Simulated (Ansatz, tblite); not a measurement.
**GeF2Me2 (C₂H₆F₂Ge): removing and adding an electron**

What does removing or adding an electron cost or gain for GeF2Me2 (C₂H₆F₂Ge)? Each charged state is run at several levels.

The runs use Ansatz 0.2.0, Gaussian basis; as each input shows.

The runs, in order: charge +1 doublet, at the geometry of the singlet (PBE0-D4/def2-TZVP, PBE-D4/def2-TZVP, r2SCAN0-D4/def2-TZVP); charge -1 doublet, at the geometry of the singlet (PBE0-D4/def2-TZVPD, PBE-D4/def2-TZVPD, r2SCAN0-D4/def2-TZVPD); the starting singlet's energies come from earlier runs.

2 further runs of the same task are left out: 2 set aside as unsound or not needed.

### 1 The relaxed structure

The geometry is that of the singlet, from an earlier relaxation (r2SCAN-D4/def2-SVP).

11 atoms, charge 0, spin multiplicity 1.

Atoms are counted from 1 here; the program's logs count them from 0.

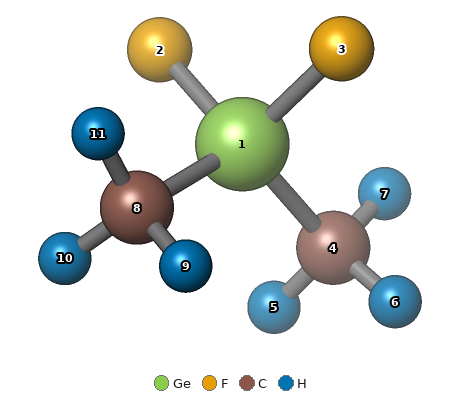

The structure; germanium green, fluorine amber, carbon brown, hydrogen blue; atoms are numbered from 1 in the order of the file.

Coordinates:

```xyz
11

Ge    0.4847    0.0028    0.3395
F     0.5833    0.0047    2.0781
F     2.1515    0.0115   -0.1643
C    -0.3005    1.6744   -0.2068
H    -1.3453    1.7370    0.1307
H    -0.2702    1.7706   -1.3018
H     0.2694    2.5012    0.2403
C    -0.2843   -1.6779   -0.2023
H    -0.3416   -1.7389   -1.2987
H    -1.2949   -1.7881    0.2171
H     0.3479   -2.4973    0.1682
```

### 2 Charge +1 doublet at the fixed geometry, PBE0-D4/def2-TZVP

File in.yaml:

```yaml
crystal:
  periodic: [false, false, false]
  atoms:
    - {symbol: Ge, position_ang: [0.484657, 0.002766, 0.339508]}
    - {symbol: F, position_ang: [0.583300, 0.004702, 2.078060]}
    - {symbol: F, position_ang: [2.151515, 0.011520, -0.164274]}
    - {symbol: C, position_ang: [-0.300525, 1.674405, -0.206799]}
    - {symbol: H, position_ang: [-1.345273, 1.737003, 0.130725]}
    - {symbol: H, position_ang: [-0.270180, 1.770577, -1.301823]}
    - {symbol: H, position_ang: [0.269356, 2.501248, 0.240332]}
    - {symbol: C, position_ang: [-0.284281, -1.677853, -0.202255]}
    - {symbol: H, position_ang: [-0.341563, -1.738938, -1.298738]}
    - {symbol: H, position_ang: [-1.294878, -1.788127, 0.217084]}
    - {symbol: H, position_ang: [0.347872, -2.497303, 0.168200]}
basis:
  gaussian: {orbitals: def2-TZVP}
total_charge: 1
magnetization: {spin_polarized: true, initial_magnetization: 1}
hamiltonian: {xc: pbe0, dispersion: d4}
scf: {omitted_lower_state_checks: [starts]}
output: {orbitals: {seedname: orbitals}}
```

On the command line:

```
ansatz run in.yaml --threads 4 --pin off --events-out ev --progress --plain --max-ram 4787MiB
```

The log of the run:

```text
Functional definition: PBE0
  name "PBE0"
  cite "Adamo & Barone, J. Chem. Phys. 110, 6158 (1999) doi:10.1063/1.478522"
  cite "Perdew, Burke & Ernzerhof, Phys. Rev. Lett. 77, 3865 (1996) doi:10.1103/PhysRevLett.77.3865"
  parent pbe
  parameter a = 0.25
  parameter kappa = 0.804
  parameter beta = 0.06672455060314922
  exchange = (1 - a)*pbe_x(kappa = kappa, mu = beta*pi^2/3) + a*exact_x
  correlation = pbe_c(beta = beta)
these checks for a lower state are left out or cut short: starts
1337 factors; their error is unknown
mean field evaluation 1: about -64089.4803 eV, gradient 6.7e1 eV
mean field evaluation 2: about -64066.9695 eV, gradient 1.1e2 eV
mean field evaluation 4: about -64103.7694 eV, gradient 3.7e0 eV
mean field evaluation 8: about -64104.0935 eV, gradient 2.5e-1 eV
mean field evaluation 16: about -64104.0937 eV, gradient 4.4e-4 eV
mean field -64104.09368024 eV, -2355.7819914335 hartree, gradient 1.7e-5 eV, S^2 0.759047; 0 other end points of the search recorded, 0 dependent functions left out
reference -64104.09370829 eV, -2355.7819924642 hartree; 34, 33 occupied and 174, 175 virtual orbitals, 1337 factors
Total energy: -64104.23979560 eV, -2355.7873610739 hartree
Checks for a lower state left out: starts
```

Run time: 7 s. Hardware: 4 threads of Intel Xeon at 2.70GHz, shared host.

HOMO -16.12 eV, LUMO -13.16 eV (over both spins); ⟨S²⟩ 0.759 (pure: 0.75).

### 3 Charge +1 doublet at the fixed geometry, PBE-D4/def2-TZVP

start.molden holds the orbitals of an earlier run on this state, given as this run's starting guess.

Edit in.yaml of step 2 so:

```diff
@@ -15,6 +15,6 @@
 basis:
-  gaussian: {orbitals: def2-TZVP}
+  gaussian: {orbitals: def2-TZVP, initial_orbitals: start.molden}
 total_charge: 1
 magnetization: {spin_polarized: true, initial_magnetization: 1}
-hamiltonian: {xc: pbe0, dispersion: d4}
+hamiltonian: {xc: pbe, dispersion: d4}
 scf: {omitted_lower_state_checks: [starts]}
```

The command is unchanged.

The log of the run:

```text
Functional definition: PBE
  name "PBE"
  cite "Perdew, Burke & Ernzerhof, Phys. Rev. Lett. 77, 3865 (1996) doi:10.1103/PhysRevLett.77.3865"
  parent pbe
  parameter kappa = 0.804
  parameter beta = 0.06672455060314922
  exchange = pbe_x(kappa = kappa, mu = beta*pi^2/3)
  correlation = pbe_c(beta = beta)
these checks for a lower state are left out or cut short: starts
1294 factors; their error is unknown
mean field evaluation 1: about -64102.4972 eV, gradient 8.8e0 eV
mean field evaluation 2: about -64102.6955 eV, gradient 2.8e-1 eV
mean field evaluation 4: about -64102.6649 eV, gradient 9.2e-3 eV
mean field -64102.66485069 eV, -2355.7294829159 hartree, gradient 3.1e-5 eV, S^2 0.752836; 0 other end points of the search recorded, 0 dependent functions left out
reference -64102.66488821 eV, -2355.7294842947 hartree; 34, 33 occupied and 174, 175 virtual orbitals, 1294 factors
Total energy: -64102.83794636 eV, -2355.7358440645 hartree
Checks for a lower state left out: starts
```

Wall time 3.7 s (4 threads of Intel Xeon at 2.70GHz, shared host).

Report: HOMO -14.45 eV, LUMO -13.67 eV (over both spins); ⟨S²⟩ 0.753 (pure: 0.75).

### 4 Charge +1 doublet at the fixed geometry, r2SCAN0-D4/def2-TZVP

Edit in.yaml of step 3 so:

```diff
@@ -18,3 +18,3 @@
 magnetization: {spin_polarized: true, initial_magnetization: 1}
-hamiltonian: {xc: pbe, dispersion: d4}
+hamiltonian: {xc: {name: r2SCAN0}, dispersion: d4}
 scf: {omitted_lower_state_checks: [starts]}
```

The command is unchanged.

The log of the run, cut to the lines that bear on the results:

```text
Functional definition: r2SCAN0
  name "r2SCAN0"
  cite "Bursch, Neugebauer, Ehlert & Grimme, J. Chem. Phys. 156, 134105 (2022) doi:10.1063/5.0086040"
  cite "Furness, Kaplan, Ning, Perdew & Sun, J. Phys. Chem. Lett. 11, 8208 (2020) doi:10.1021/acs.jpclett.0c02405"
  cite "Furness, Kaplan, Ning, Perdew & Sun, J. Phys. Chem. Lett. 11, 9248 (2020) doi:10.1021/acs.jpclett.0c03077"
  parent r2scan
[...]
1337 factors; their error is unknown
[...]
mean field -64113.81867927 eV, -2356.1393785561 hartree, gradient 2.4e-5 eV, S^2 0.765068; 0 other end points of the search recorded, 0 dependent functions left out
reference -64113.81868870 eV, -2356.1393789026 hartree; 34, 33 occupied and 174, 175 virtual orbitals, 1337 factors
Total energy: -64113.86843981 eV, -2356.1412072220 hartree
Checks for a lower state left out: starts
```

Wall time 11 s (4 threads of Intel Xeon at 2.70GHz, shared host).

HOMO -16.45 eV, LUMO -13.10 eV (over both spins); ⟨S²⟩ 0.765 (pure: 0.75).

### 5 Vertical ionisation energy

Charged state less starting state, singlet to doublet; the starting state's energies are those of its earlier runs.

| level | vertical ionisation energy (eV) | time |
| --- | --- | --- |
| PBE-D4/def2-TZVP | +10.64 | 5.6 s |
| PBE0-D4/def2-TZVP | +11.10 | 12 s |
| r2SCAN0-D4/def2-TZVP | +11.19 | 16 s |

Times add the two runs; a level without a time comes out of a correlated run.

Beside −ε(HOMO) of the starting state:

| level | −ε(HOMO) (eV) | by difference (eV) | mismatch (eV) |
| --- | --- | --- | --- |
| PBE-D4/def2-TZVP | 7.57 | 10.64 | -3.07 |
| PBE0-D4/def2-TZVP | 9.00 | 11.10 | -2.10 |
| r2SCAN0-D4/def2-TZVP | 9.22 | 11.19 | -1.97 |

### 6 Charge -1 doublet at the fixed geometry, PBE0-D4/def2-TZVPD

Edit in.yaml of step 4 so:

```diff
@@ -15,6 +15,6 @@
 basis:
-  gaussian: {orbitals: def2-TZVP, initial_orbitals: start.molden}
-total_charge: 1
+  gaussian: {orbitals: def2-TZVPD}
+total_charge: -1
 magnetization: {spin_polarized: true, initial_magnetization: 1}
-hamiltonian: {xc: {name: r2SCAN0}, dispersion: d4}
+hamiltonian: {xc: pbe0, dispersion: d4}
 scf: {omitted_lower_state_checks: [starts]}
```

Launched as before.

The log of the run, cut to the lines that bear on the results:

```text
Functional definition: PBE0
  name "PBE0"
  cite "Adamo & Barone, J. Chem. Phys. 110, 6158 (1999) doi:10.1063/1.478522"
  cite "Perdew, Burke & Ernzerhof, Phys. Rev. Lett. 77, 3865 (1996) doi:10.1103/PhysRevLett.77.3865"
  parent pbe
[...]
1474 factors; their error is unknown
[...]
mean field -64114.37875777 eV, -2356.1599610614 hartree, gradient 1.9e-5 eV, S^2 0.750288; 0 other end points of the search recorded, 0 dependent functions left out
reference -64114.37879217 eV, -2356.1599623255 hartree; 35, 34 occupied and 227, 228 virtual orbitals, 1474 factors
Total energy: -64114.57450714 eV, -2356.1671547178 hartree
Checks for a lower state left out: starts
```

It took 18 s on 4 threads of Intel Xeon at 2.70GHz, shared host; peak memory 1.1 GiB.

HOMO 1.96 eV, LUMO 3.17 eV (over both spins); ⟨S²⟩ 0.750 (pure: 0.75). Doubts: highest occupied level lies above zero.

### 7 Charge -1 doublet at the fixed geometry, PBE-D4/def2-TZVPD

Edit in.yaml of step 6 so:

```diff
@@ -15,6 +15,6 @@
 basis:
-  gaussian: {orbitals: def2-TZVPD}
+  gaussian: {orbitals: def2-TZVPD, initial_orbitals: start.molden}
 total_charge: -1
 magnetization: {spin_polarized: true, initial_magnetization: 1}
-hamiltonian: {xc: pbe0, dispersion: d4}
+hamiltonian: {xc: pbe, dispersion: d4}
 scf: {omitted_lower_state_checks: [starts]}
```

Launched as before.

The log of the run:

```text
Functional definition: PBE
  name "PBE"
  cite "Perdew, Burke & Ernzerhof, Phys. Rev. Lett. 77, 3865 (1996) doi:10.1103/PhysRevLett.77.3865"
  parent pbe
  parameter kappa = 0.804
  parameter beta = 0.06672455060314922
  exchange = pbe_x(kappa = kappa, mu = beta*pi^2/3)
  correlation = pbe_c(beta = beta)
these checks for a lower state are left out or cut short: starts
1421 factors; their error is unknown
mean field evaluation 1: about -64112.5226 eV, gradient 8.8e0 eV
mean field evaluation 2: about -64112.6875 eV, gradient 2.0e-1 eV
mean field evaluation 4: about -64112.6645 eV, gradient 6.7e-3 eV
mean field evaluation 8: about -64112.6645 eV, gradient 2.3e-5 eV
mean field -64112.66447518 eV, -2356.0969623382 hartree, gradient 3.7e-5 eV, S^2 0.750202; 0 other end points of the search recorded, 0 dependent functions left out
reference -64112.66452075 eV, -2356.0969640127 hartree; 35, 34 occupied and 227, 228 virtual orbitals, 1421 factors
Total energy: -64112.89604522 eV, -2356.1054723800 hartree
Checks for a lower state left out: starts
```

It took 7.5 s on 4 threads of Intel Xeon at 2.70GHz, shared host.

From the report: HOMO 2.24 eV, LUMO 2.59 eV (over both spins); ⟨S²⟩ 0.750 (pure: 0.75). Doubts: highest occupied level lies above zero.

### 8 Charge -1 doublet at the fixed geometry, r2SCAN0-D4/def2-TZVPD

Edit in.yaml of step 7 so:

```diff
@@ -18,3 +18,3 @@
 magnetization: {spin_polarized: true, initial_magnetization: 1}
-hamiltonian: {xc: pbe, dispersion: d4}
+hamiltonian: {xc: {name: r2SCAN0}, dispersion: d4}
 scf: {omitted_lower_state_checks: [starts]}
```

The command is unchanged.

The log of the run, cut to the lines that bear on the results:

```text
Functional definition: r2SCAN0
  name "r2SCAN0"
  cite "Bursch, Neugebauer, Ehlert & Grimme, J. Chem. Phys. 156, 134105 (2022) doi:10.1063/5.0086040"
  cite "Furness, Kaplan, Ning, Perdew & Sun, J. Phys. Chem. Lett. 11, 8208 (2020) doi:10.1021/acs.jpclett.0c02405"
  cite "Furness, Kaplan, Ning, Perdew & Sun, J. Phys. Chem. Lett. 11, 9248 (2020) doi:10.1021/acs.jpclett.0c03077"
  parent r2scan
[...]
1474 factors; their error is unknown
[...]
mean field -64124.12899112 eV, -2356.5182755278 hartree, gradient 2.7e-5 eV, S^2 0.750550; 0 other end points of the search recorded, 0 dependent functions left out
reference -64124.12900833 eV, -2356.5182761603 hartree; 35, 34 occupied and 227, 228 virtual orbitals, 1474 factors
Total energy: -64124.19689672 eV, -2356.5207710128 hartree
Checks for a lower state left out: starts
```

It took 19 s on 4 threads of Intel Xeon at 2.70GHz, shared host; peak memory 1.2 GiB.

From the report: HOMO 1.94 eV, LUMO 3.45 eV (over both spins); ⟨S²⟩ 0.751 (pure: 0.75). Doubts: highest occupied level lies above zero.

### 9 Vertical electron affinity

Starting state less charged state (positive: the electron is bound), singlet to doublet; the starting state's energies are those of its earlier runs.

```csv
level,vertical electron affinity (eV),time
PBE-D4/def2-TZVPD,-0.68,11 s
PBE0-D4/def2-TZVPD,-0.85,22 s
r2SCAN0-D4/def2-TZVPD,-0.93,26 s
```

Times add the two runs; a level without a time comes out of a correlated run.

Beside −ε(LUMO) of the starting state:

```csv
level,−ε(LUMO) (eV),by difference (eV),mismatch (eV)
PBE-D4/def2-TZVPD,0.87,-0.68,+1.55
PBE0-D4/def2-TZVPD,0.18,-0.85,+1.03
r2SCAN0-D4/def2-TZVPD,-0.29,-0.93,+0.64
```

### 10 What came out

| quantity | value |
| --- | --- |
| vertical ionisation energy, functionals in def2-TZVP | 10.64 (PBE-D4) to 11.19 eV (r2SCAN0-D4) |
| vertical electron affinity, functionals in def2-TZVPD | -0.93 (r2SCAN0-D4) to -0.68 eV (PBE-D4) |

What this shows: The vertical ionisation energy spans 10.64 to 11.19 eV over the functionals. −ε(HOMO) misses the level's own difference by -1.97 eV at best (r2SCAN0-D4) and -3.07 eV at worst (PBE-D4). The vertical electron affinity spans -0.93 to -0.68 eV over the functionals. A negative affinity means an unbound electron, held by the basis alone. −ε(LUMO) misses the level's own difference by +0.64 eV at best (r2SCAN0-D4) and +1.55 eV at worst (PBE-D4).
